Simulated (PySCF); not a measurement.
```yaml
atoms:
  - { symbol: C, position_ang: [2.3551, 0.7646, -1.2291] }
  - { symbol: C, position_ang: [2.0416, -0.6857, -0.8395] }
  - { symbol: C, position_ang: [0.8037, -0.7259, -0.1313] }
  - { symbol: N, position_ang: [-0.1976, -0.7186, 0.4286] }
  - { symbol: Al, position_ang: [-1.4632, 0.4701, 1.4111] }
  - { symbol: C, position_ang: [-3.2130, -0.4976, 1.0465] }
  - { symbol: Cl, position_ang: [-2.9005, 0.0393, -0.6496] }
  - { symbol: H, position_ang: [2.4157, 1.3910, -0.3427] }
  - { symbol: H, position_ang: [3.3054, 0.8024, -1.7546] }
  - { symbol: H, position_ang: [1.5764, 1.1601, -1.8762] }
  - { symbol: H, position_ang: [1.9608, -1.3161, -1.7299] }
  - { symbol: H, position_ang: [2.8266, -1.0908, -0.1942] }
  - { symbol: H, position_ang: [-0.8701, 0.2786, 2.8287] }
  - { symbol: H, position_ang: [-1.1410, 1.8356, 0.7219] }
  - { symbol: H, position_ang: [-3.3040, -1.5862, 0.9984] }
  - { symbol: H, position_ang: [-4.2037, -0.1119, 1.3006] }
```

Geometry: GFN2-xTB.

Computed with CAM-B3LYP/def2-SVPD, SCF density, gas phase (PySCF).

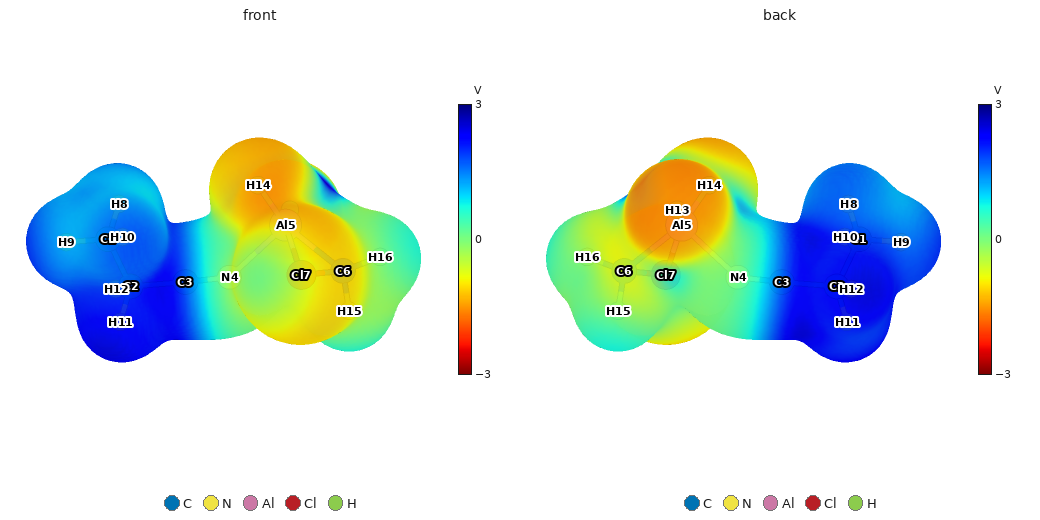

C4H9AlClN. The molecular electrostatic potential painted on the density surface at 0.004 e/bohr³, seen from the front and from behind; red is negative and blue positive.

**Describe the electrostatic potential map.**

The most negative region (about −1.6 V) lies over H13, the most positive (about +2.5 V) over the Al, C and H atoms.

**How polar is the molecule by this calculation?**

Its dipole moment is 7.26 D.
